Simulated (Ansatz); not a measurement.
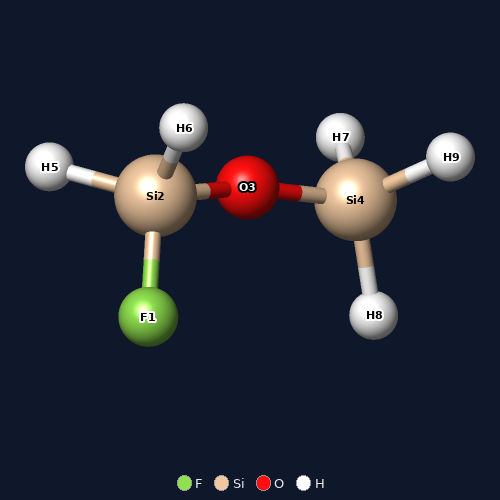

The system is FH5OSi2, SMILES F[SiH2]O[SiH3]; the picture shows the reference structure. The first coordinate is: angle Si2–O3–Si4 (carried through 180); the second: change of the bonds O3–Si2, O3–Si4, all alike. Nothing is relaxed (all other coordinates rigid). Grid: 13 × 13 points. Points are written as (first, second). Energies are in kJ/mol, from the relaxed molecule at the same level. Level of theory: Ansatz 0.2.0, RHF/def2-TZVP.

Its coordinates:

```xyz
9

F    -1.6489    1.1921   -1.3717
Si   -0.1904    1.3520   -0.8066
O     0.2280    0.0070   -0.0576
Si    0.2840   -1.3579    0.8100
H     0.7027    1.5929   -1.9427
H    -0.2031    2.4785    0.1319
H     1.6135   -1.9698    0.6503
H    -0.7509   -2.2926    0.3370
H     0.0536   -1.0488    2.2323
```

Range: angle Si2–O3–Si4 (carried through 180) from 140.0 to 220.0°; change of the bonds O3–Si2, O3–Si4, all alike from −0.177 to 0.273 Å.

> What landscape does the calculation give?

The lowest grid point is at (160.0°, 0.011 Å), 0.44 kJ/mol from the relaxed molecule at the same level. The highest grid point, (220.0°, −0.177 Å), lies 196 kJ/mol above the lowest.

| second ↓, first → | 140.0 | 146.7 | 153.3 | 160.0 | 166.7 | 173.3 | 180.0 | 186.7 | 193.3 | 200.0 | 206.7 | 213.3 | 220.0 |
| --- | --- | --- | --- | --- | --- | --- | --- | --- | --- | --- | --- | --- | --- |
| 0.273 | 170 | 174 | 178 | 182 | 185 | 187 | 188 | 188 | 186 | 184 | 180 | 177 | 173 |
| 0.236 | 134 | 137 | 140 | 144 | 146 | 148 | 149 | 149 | 148 | 145 | 143 | 139 | 137 |
| 0.198 | 99 | 102 | 104 | 107 | 110 | 111 | 112 | 112 | 111 | 109 | 107 | 104 | 102 |
| 0.161 | 69 | 71 | 73 | 75 | 77 | 78 | 79 | 79 | 78 | 77 | 75 | 73 | 72 |
| 0.123 | 42 | 43 | 45 | 46 | 48 | 49 | 50 | 50 | 49 | 48 | 47 | 46 | 45 |
| 0.086 | 22 | 22 | 23 | 24 | 25 | 26 | 26 | 26 | 26 | 25 | 25 | 24 | 25 |
| 0.048 | 9 | 8 | 7 | 8 | 8 | 9 | 9 | 9 | 9 | 9 | 9 | 10 | 11 |
| 0.011 | 4 | 2 | 1 | 0 | 0 | 1 | 1 | 1 | 1 | 2 | 2 | 4 | 6 |
| −0.027 | 10 | 7 | 5 | 4 | 3 | 3 | 3 | 3 | 4 | 5 | 6 | 8 | 12 |
| −0.064 | 29 | 24 | 21 | 19 | 18 | 17 | 17 | 18 | 19 | 20 | 22 | 26 | 31 |
| −0.102 | 64 | 58 | 54 | 51 | 49 | 48 | 48 | 48 | 50 | 52 | 55 | 59 | 66 |
| −0.139 | 118 | 110 | 104 | 100 | 98 | 97 | 96 | 97 | 98 | 101 | 105 | 111 | 118 |
| −0.177 | 195 | 186 | 179 | 174 | 171 | 169 | 169 | 170 | 172 | 175 | 180 | 186 | 196 |

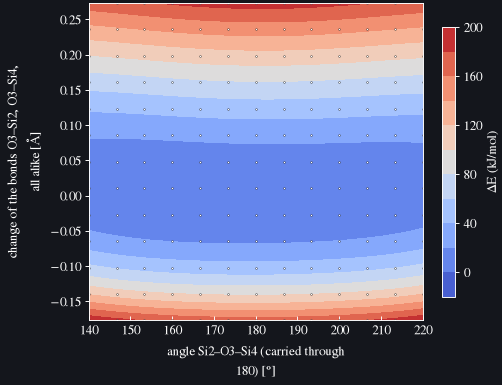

The picture shows filled contours, dots at the grid points. Between grid points the surface is interpolated.

Time for the 169 points that were run: 9.9 min on 1 thread of Intel(R) Xeon(R) Platinum 8488C (Sapphire Rapids), with other jobs on the host.
